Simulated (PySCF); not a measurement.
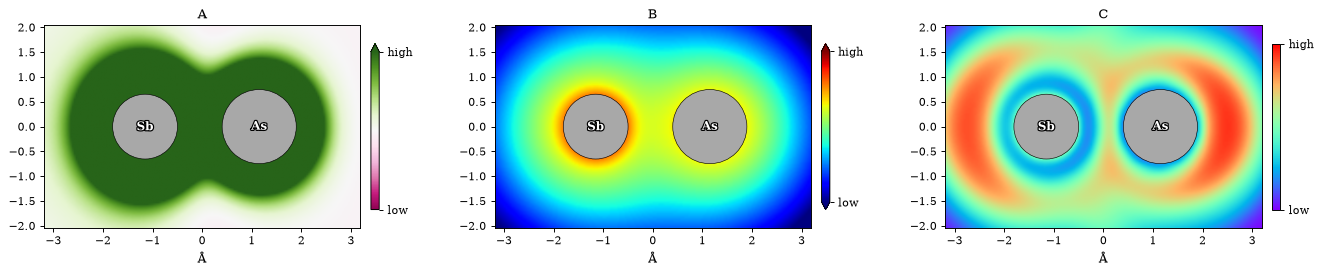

SbAs: 3 fields on a plane that holds the molecular axis, with unlabelled colour scales. Grey discs cover the atomic cores.

Core potentials replace the inner electrons of Sb.

Computed with PBE0/def2-SVP, non-relativistic Hamiltonian with scalar-relativistic core potentials where named, at a bond length of 2.301 Å (PySCF 2.14.0).

> The panels show electron density, electron localisation function and electrostatic potential in some order. Assign them.

Panel A: electrostatic potential (strongly positive close to the atoms and fading to about zero outside). Panel B: electron density. Panel C: electron localisation function. From the grid: Sb–As (2.30 Å): ρ is about 0.72 e/Å³ halfway; the ELF peaks at about 0.65 in the valence shell of As, 1.0 Å from its nucleus, and drops to about 0.20 between the two atoms.
